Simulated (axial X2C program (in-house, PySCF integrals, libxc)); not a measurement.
**AsGa: properties at the nuclei**

Aim: properties at the nuclei of AsGa, with spin–orbit coupling in the Hamiltonian from the start.

Method: two-component X2C with atomic mean-field terms, As dyall-cv3z, Ga dyall-cv3z; program: an in-house X2C program for linear molecules on PySCF integrals.

All values are calculated.

## 1. The job

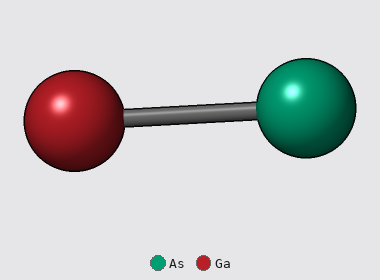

The two atoms at 2.450 Å (arsenic teal, gallium red).

The input, task.json:

```json
{
 "zs": [
  33,
  31
 ],
 "q": 0,
 "bas": [
  "dyall-cv3z",
  "dyall-cv3z"
 ],
 "r0": 2.45,
 "levels": [
  "PBE0",
  "HF",
  "TPSSh",
  "B3LYP",
  "r2SCAN"
 ],
 "nst": 3
}
```

Keys: zs atomic numbers; q charge; bas basis sets; r0 starting distance in Å; levels methods (HF also brings MP2); nst determinants followed.

Command:

```
$ python soeom.py task.json out
```

Nuclei are Gaussian, cores are contracted, and the Gaunt term is on.

## 2. Expectation values, lowest determinant

R = 2.556 Å. State: Ω = 1 (excess of +ω over −ω: ω = -1/2, ω = 3/2).

Output of the PBE0 run:

```text
two-component X2C + atomic mean field  PBE0
basis functions 211  fitting functions 1214  grid points 5803
iter        total energy     max residual
   1      -4202.874081180     6.75e-06
   2      -4202.874081185     6.21e-06
   3      -4202.874081186     2.17e-06
converged
one-electron -6275.57870765  Coulomb 2022.29594775  exact exchange -39.25662424  xc functional -120.68052553  nuclear repulsion 211.79510437  atomic mean-field constant -1.44927588
```

The highest occupied spinor is 50% As p, 35% Ga p, 12% Ga s.

```
 level  Eeff magnitude (GV/cm)  Ws magnitude As (kHz)  A∥/gI As (MHz)  qzz As (a.u.)  A∥/gI Ga (MHz)  qzz Ga (a.u.)  μ (D)
  PBE0                  0.0143                 0.0392            -415          -4.12           -21.7          -3.02   1.42
    HF                    0.99                 0.0918            -330          -3.75           -30.6          -3.06   1.64
 TPSSh                  0.0403                 0.0521            -383          -4.14           -14.5          -3.02   1.36
 B3LYP                   0.202                0.00883            -328          -4.19           -25.5          -2.97   1.47
r2SCAN                   0.194                 0.0867            -489          -4.29           -26.8          -3.11   1.30
```

Eeff is the effective electric field on the electron dipole moment in this Ω state and Ws the scalar–pseudoscalar constant (defined with the proton number Z and per Ω); A∥ is the parallel hyperfine constant, which follows by multiplying with the nuclear g factor gI = μI/(I μN); qzz is the electric field gradient, eQq0 = 234.96 MHz × Q/barn × qzz; μ is positive if Ga is the positive end. The operators were transformed with the bare-nucleus X2C matrices.

## 3. Expectation values, a higher determinant

R = 2.556 Å. State: Ω = 2 (excess of +ω over −ω: ω = 1/2, ω = 3/2), 0.31 eV above the lowest in the PBE0 search for states (made at or near this distance, with looser thresholds).

Output of the PBE0 run:

```text
two-component X2C + atomic mean field  PBE0
basis functions 211  fitting functions 1214  grid points 5803
iter        total energy     max residual
   1      -4202.862847192     8.44e-06
   2      -4202.862847202     9.11e-06
   3      -4202.862847205     4.14e-06
   4      -4202.862847207     2.81e-06
converged
one-electron -6274.91637176  Coulomb 2021.59910341  exact exchange -39.24269747  xc functional -120.64870987  nuclear repulsion 211.79510437  atomic mean-field constant -1.44927588
```

The highest occupied spinor is 72% As p, 24% Ga p, 3% Ga d.

```
 level  Eeff magnitude (GV/cm)  Ws magnitude As (kHz)  A∥/gI As (MHz)  qzz As (a.u.)  A∥/gI Ga (MHz)  qzz Ga (a.u.)  μ (D)
  PBE0                   0.981                  0.166             186           2.35             119          -1.13   2.69
    HF                     1.3                  0.211            74.6           2.30            11.1          -1.30   2.95
 TPSSh                   0.982                  0.162             213           2.31             142          -1.07   2.59
 B3LYP                   0.983                  0.144             222           2.28             135          -1.09   2.61
r2SCAN                    1.09                  0.159             192           2.32             149          -1.01   2.43
```

## 4. Expectation values, a higher determinant

R = 2.556 Å. State: Ω = 1 (excess of +ω over −ω: 2 × ω = 1/2), 0.66 eV above the lowest in the PBE0 search for states (made at or near this distance, with looser thresholds).

Output of the PBE0 run:

```text
two-component X2C + atomic mean field  PBE0
basis functions 211  fitting functions 1214  grid points 5803
iter        total energy     max residual
   1      -4202.849690241     1.43e-05
   2      -4202.849690255     1.09e-05
   3      -4202.849690259     7.22e-06
   4      -4202.849690264     4.83e-06
   5      -4202.849690267     1.67e-06
   6      -4202.849690267     2.96e-07
converged
one-electron -6274.73689459  Coulomb 2021.42180511  exact exchange -39.23936577  xc functional -120.64106350  nuclear repulsion 211.79510437  atomic mean-field constant -1.44927588
```

The highest occupied spinor is 72% As p, 24% Ga p, 3% Ga d.

```
 level  Eeff magnitude (GV/cm)  Ws magnitude As (kHz)  A∥/gI As (MHz)  qzz As (a.u.)  A∥/gI Ga (MHz)  qzz Ga (a.u.)  μ (D)
  PBE0                   0.793                  0.401             914           2.31             306          -1.24   2.72
    HF                   0.699                  0.628             732           2.58              19          -1.60   3.27
 TPSSh                   0.892                   0.37             920           2.23             358          -1.18   2.61
 B3LYP                   0.721                  0.371             954           2.32             320          -1.16   2.64
r2SCAN                   0.919                  0.386             875           2.20             341          -1.13   2.44
```

## 5. Outcome

| quantity | value |
| --- | --- |
| lowest determinant | Ω = 1 (excess of +ω over −ω: ω = -1/2, ω = 3/2) |
| Eeff magnitude (GV/cm), PBE0 | 0.0143 |
| Ws magnitude As (kHz), PBE0 | 0.0392 |
| A∥/gI As (MHz), PBE0 | -415 |
| qzz As (a.u.), PBE0 | -4.12 |
| higher determinant | Ω = 2 (excess of +ω over −ω: ω = 1/2, ω = 3/2) |
| Eeff magnitude (GV/cm), PBE0, higher determinant | 0.981 |
| Ws magnitude As (kHz), PBE0, higher determinant | 0.166 |
| A∥/gI As (MHz), PBE0, higher determinant | 186 |
| qzz As (a.u.), PBE0, higher determinant | 2.35 |
| higher determinant | Ω = 1 (excess of +ω over −ω: 2 × ω = 1/2) |
| Eeff magnitude (GV/cm), PBE0, higher determinant | 0.793 |
| Ws magnitude As (kHz), PBE0, higher determinant | 0.401 |
| A∥/gI As (MHz), PBE0, higher determinant | 914 |
| qzz As (a.u.), PBE0, higher determinant | 2.31 |

In the first state, the effective field runs from 0.0143 to 0.99 GV/cm over the mean-field levels, so the levels don't agree on it. The expectation values come from single determinants, which for open shells can mix terms of unlike spin or miss the lowest Ω, so a determinant need not be a state. Eeff is the effective electric field on the electron dipole moment in this Ω state and Ws the scalar–pseudoscalar constant (defined with the proton number Z and per Ω); A∥ is the parallel hyperfine constant, which follows by multiplying with the nuclear g factor gI = μI/(I μN); qzz is the electric field gradient, eQq0 = 234.96 MHz × Q/barn × qzz; μ is positive if Ga is the positive end. The operators were transformed with the bare-nucleus X2C matrices.
